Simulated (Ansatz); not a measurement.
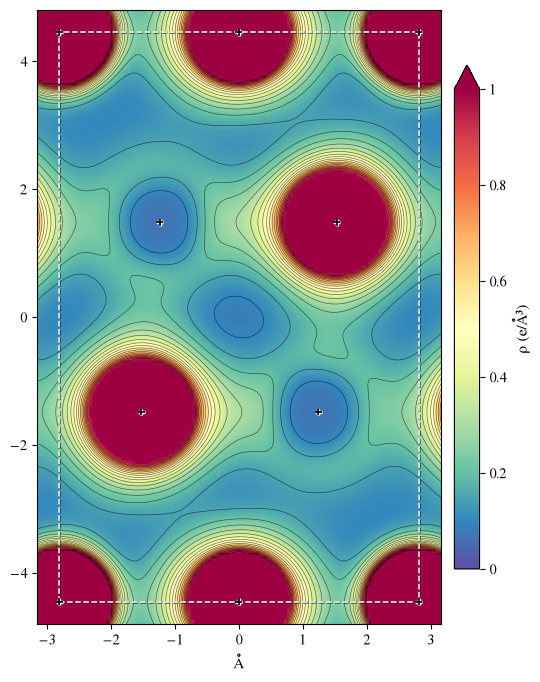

The valence pseudo-density on a plane through atoms (crosses mark nuclei in the plane).

The calculation used DFT PBE, scalar-relativistic, plane waves, PAW (Ansatz 0.2.0).

Candidates:
A. TiGaSe₃, a = 3.67 Å, b = 3.67 Å, c = 8.02 Å, α = 90.00°, β = 90.00°, γ = 90.00°. Space group P4/mmm; a structure generated by program, which may or may not match a known phase; computed without spin polarisation.
B. ScAl₂Sb₂As, a = 5.15 Å, b = 5.15 Å, c = 5.63 Å, α = 90.00°, β = 90.00°, γ = 120.00°. Space group P-3m1; a structure generated by program, which may or may not match a known phase.
C. ZnSeS, a = 3.68 Å, b = 3.68 Å, c = 4.96 Å, α = 90.00°, β = 90.00°, γ = 90.00°. Space group P4/mmm; a structure generated by program, which may or may not match a known phase.

Q: Which candidate gave the map?

A: Candidate B: ScAl₂Sb₂As on the (110) plane of the conventional cell, which holds Sc, Al, Sb and As. Al–Sb (2.77 Å): the density is about 0.34 e/Å³ at the midpoint. Sc–As (2.81 Å): the density is about 0.26 e/Å³ at the midpoint.
